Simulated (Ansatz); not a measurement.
The calculation's input:

```
crystal:
  periodic: [false, false, false]
  atoms:
    - {symbol: Si, position_ang: [-1.075190, 0.148014, -0.657079]}
    - {symbol: C, position_ang: [0.174176, -0.085512, 0.493153]}
    - {symbol: S, position_ang: [1.826829, 0.407061, 0.235949]}
    - {symbol: H, position_ang: [-0.813214, 0.745910, -1.981324]}
    - {symbol: H, position_ang: [-2.490240, -0.034447, -0.273605]}
    - {symbol: H, position_ang: [-0.068554, -0.490958, 1.471076]}
    - {symbol: H, position_ang: [2.446194, -0.690058, 0.711820]}
basis:
  gaussian: {orbitals: def2-TZVPP}
hamiltonian: {xc: pbe0, dispersion: d4}
output: {orbitals: {seedname: orbitals}}
```

Run with:

```sh
ansatz run in.yaml --threads 2 --pin off --events-out ev --progress --plain --max-ram 4352MiB
```

Geometry: PBE0-D4/def2-TZVP.

Computed with RKS PBE0-D4/def2-TZVPP in Ansatz 0.2.0.

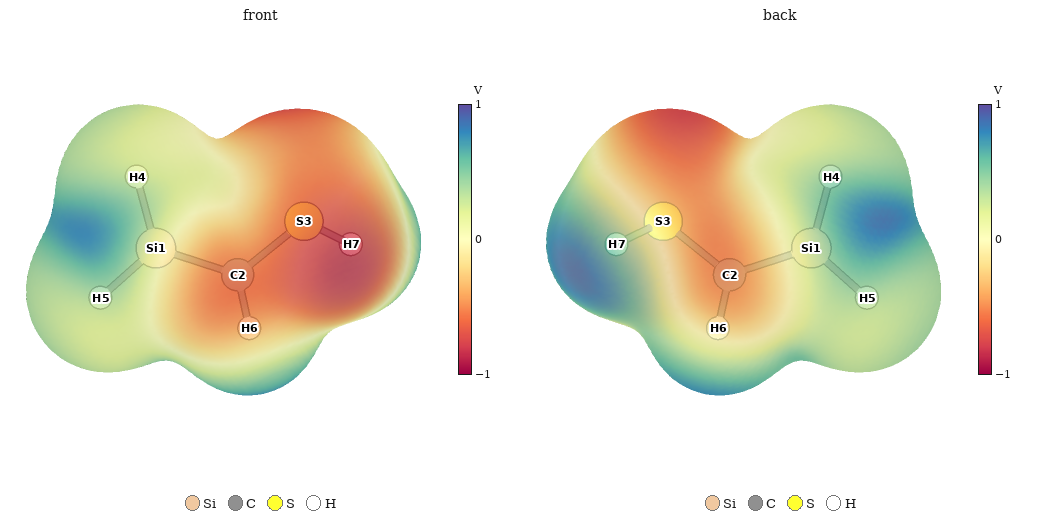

CH$_{4}$SSi (SMILES [SiH2]=CS). The molecular electrostatic potential painted on the density surface at 0.001 e/bohr³, seen from the front and from behind; red is negative and blue positive.

Which sites attract a positive test charge, and which a negative one?

A positive charge is drawn to the negative regions and a negative charge to the positive ones. The most negative region (about −0.8 V) lies over S3, the most positive (about +0.9 V) over Si1 and H7.
